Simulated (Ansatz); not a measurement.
# Fields on a plane of Cd (hcp, Mg type)

```
CELL_PARAMETERS angstrom
      3.01593     0.00000     0.00000
     -1.50796     2.61187     0.00000
      0.00000     0.00000     5.82164
ATOMIC_POSITIONS crystal
  Cd 0.33333 0.66667 0.75000
  Cd 0.66667 0.33333 0.25000
```

The slice is a (1 -1 0 0) plane (indices of the conventional cell) through the point (0.667, 0.333, 0.250) (fractional), spanned by u = [110] and v = [001] in vectors of this cell: u (3.02 Å) and v (5.82 Å, at 90° to u). It covers one period; positions are fractions (u, v).

Atoms on it: Cd at (0.00, 0.00). Other atoms lie within 1 Å of the plane.

Calculation: PBE (plane waves to 420 eV, PAW, scalar-relativistic; Ansatz, a first-principles code). k mesh 18×18×8. Near the nuclei the fields are pseudised (PAW); where an atom keeps semicore shells as valence, they peak there. Cd was relaxed with its symmetry unable to fall. The PAW data are Ansatz's earlier set. The relaxed volume of Cd is well above the measured one; the method has no dispersion term.

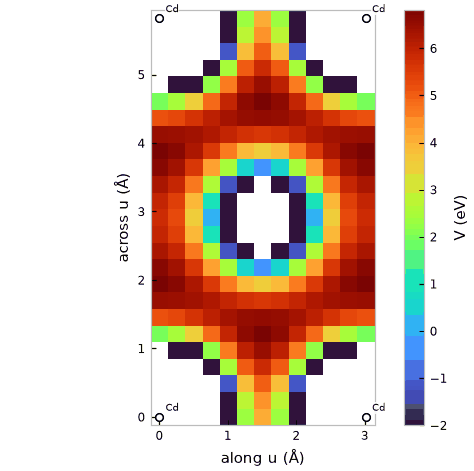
Fig. 1. Electrostatic potential energy of an electron, from the cell's mean, in eV, one period of the plane, atoms marked. Points within 1 Å of a nucleus are left white, as the pseudised field means little there. Values under -2 eV are set to -2. The zero, the cell's mean, hangs on the PAW cores.

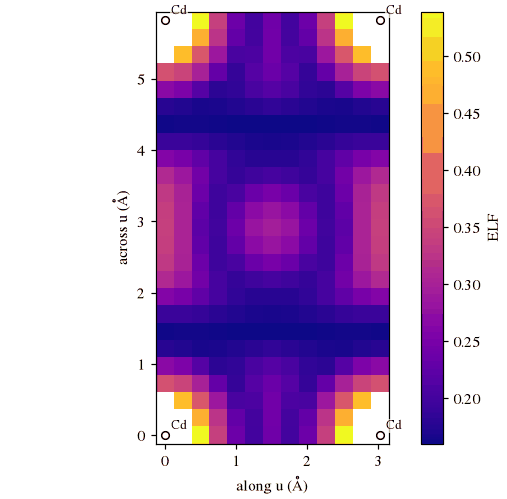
Fig. 1. Electron localisation function (ELF), one period of the plane, atoms marked. Points within 0.5 Å of a nucleus are left white, as the pseudised field means little there.

| Property | Result |
|---|---|
| Density on the Cd–Cd line (3.02 Å) at its midpoint | 0.19 e/Å³ |
| ELF at that point | 0.24 |
